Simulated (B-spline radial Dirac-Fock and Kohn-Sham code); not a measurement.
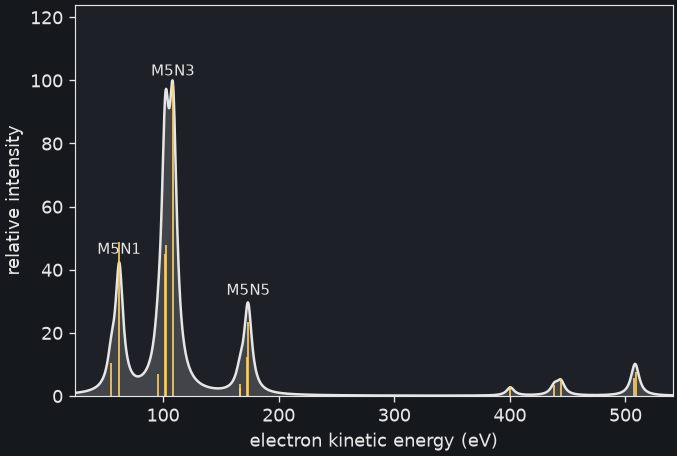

Auger and Coster–Kronig groups that fill an M3 (3p3/2) hole, broadened by 8.0 eV full width. Kinetic energies count from the vacuum level; very weak lines are left out. The figure is for the ion Cd²⁺ ([Kr] 4d10), inside a Watson sphere of charge −2 and radius 2.4 Å that stands in for a crystal. Computed with a B-spline radial code: independent-particle Coulomb rates on relativistic LDA orbitals, configuration-average energies from Dirac–Fock. Widths ruled by Coster–Kronig decay come out up to twice the measured ones in this model.

> How wide is the M3 level from this decay?

The non-radiative width is 4.34 eV.

> Which group is strongest?

M3-M5N3 at 108.7 eV, 30 % of the non-radiative width.
